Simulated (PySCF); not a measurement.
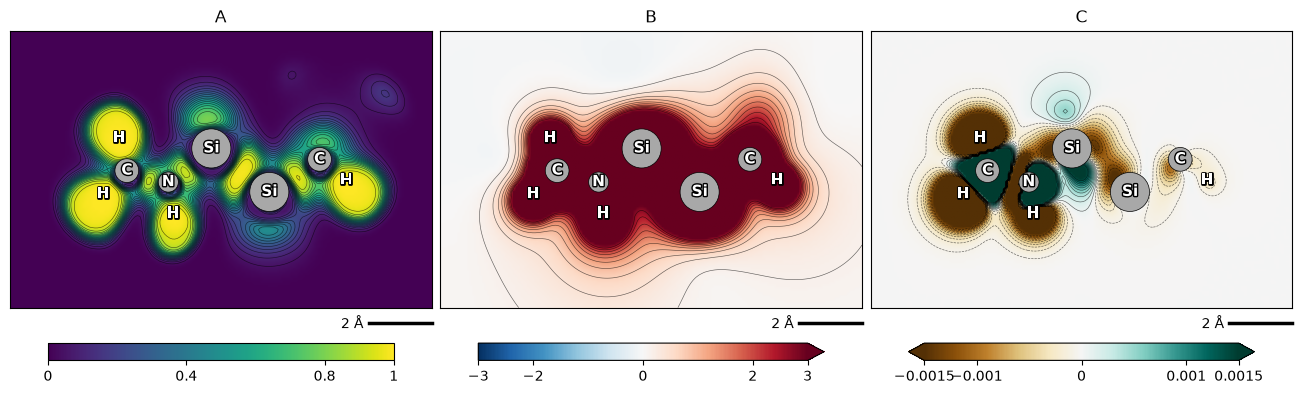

C$_{2}$H$_{12}$NSi$_{3}$ (doublet): 3 fields on the plane of atoms N2, C1 and H7, with unlabelled colour scales. Grey discs cover the atomic cores.

Geometry: GFN2-xTB.

Theory: PySCF, UKS B3LYP, pcH-1 on C H N Si, non-relativistic, mean-field spin-orbit, GIAO.

**The panels show electron localisation function, electrostatic potential and spin density in some order. Assign them.**

Panel A: electron localisation function. Panel B: electrostatic potential (strongly positive close to the atoms and fading to about zero outside). Panel C: spin density (confined to the atoms that carry the unpaired spin). From the grid: C–N (1.37 Å): the ELF peaks at about 0.90 between the atoms: a covalent bond. Si–N (1.74 Å): the ELF peaks at about 0.90 between the atoms, as expected for a polar covalent bond.
